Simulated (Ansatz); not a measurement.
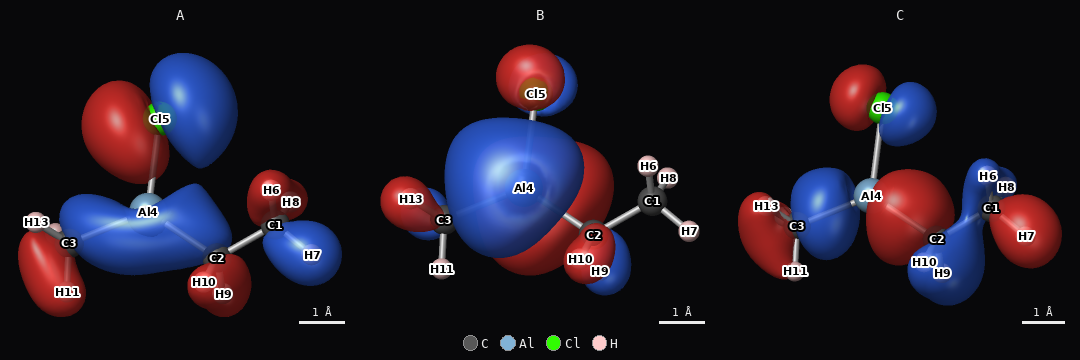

*C3H8AlCl (SMILES C[CH2][Al]([CH3])[Cl]). Three frontier orbitals at ±0.08 Å⁻³ᐟ² (red and blue are the two phases), in no order.*

Geometry: PBE-D3(BJ)/def2-SVP.

These are results of isolated molecule in a Gaussian basis; Kohn-Sham density functional theory, functional PBE0 (Ansatz), not measurements.

Input file:

```
crystal:
  periodic: [false, false, false]
  atoms:
    - {symbol: C, position_ang: [0.720498, -1.422154, 0.703615]}
    - {symbol: C, position_ang: [-0.287597, -0.884261, -0.322103]}
    - {symbol: C, position_ang: [-0.657765, 0.941735, -3.275453]}
    - {symbol: Al, position_ang: [0.413723, 0.158026, -1.836089]}
    - {symbol: Cl, position_ang: [2.526674, 0.464510, -1.918573]}
    - {symbol: H, position_ang: [1.298860, -0.603951, 1.179564]}
    - {symbol: H, position_ang: [0.226708, -1.993355, 1.518319]}
    - {symbol: H, position_ang: [1.464623, -2.097163, 0.233345]}
    - {symbol: H, position_ang: [-0.886517, -1.715753, -0.763302]}
    - {symbol: H, position_ang: [-1.052471, -0.240803, 0.173701]}
    - {symbol: H, position_ang: [-1.742682, 0.740854, -3.161747]}
    - {symbol: H, position_ang: [-0.337738, 0.547532, -4.263571]}
    - {symbol: H, position_ang: [-0.515299, 2.042703, -3.317446]}
basis:
  gaussian: {orbitals: def2-SVPD}
hamiltonian: {xc: {name: PBE0}}
output: {forces: true, orbitals: {seedname: orbitals}}
```

Command:

```sh
ansatz run input.yaml --threads 2 --pin off --max-ram 4350MiB --events-out events.jsonl --progress --plain --runs-dir runs
```

**Order the three orbitals by energy and name them.**

A is the HOMO−1 (−8.88 eV). Its weight (Hirshfeld) is mainly on Cl5 (about 50 %), Al4 (about 15 %), C3 (about 10 %) and C2 (about 5 %). C is the HOMO (−7.63 eV). Its weight (Hirshfeld) is mainly on C2 (about 30 %), C3 (about 15 %), Al4 (about 15 %), Cl5 (about 10 %) and C1 (about 5 %). B is the LUMO (−0.73 eV). By Hirshfeld shares it lies mainly on Al4 (about 65 %), Cl5 (about 10 %), C3 (about 5 %) and C2 (about 5 %).

**What is the HOMO–LUMO gap?**

6.90 eV between the orbital energies.
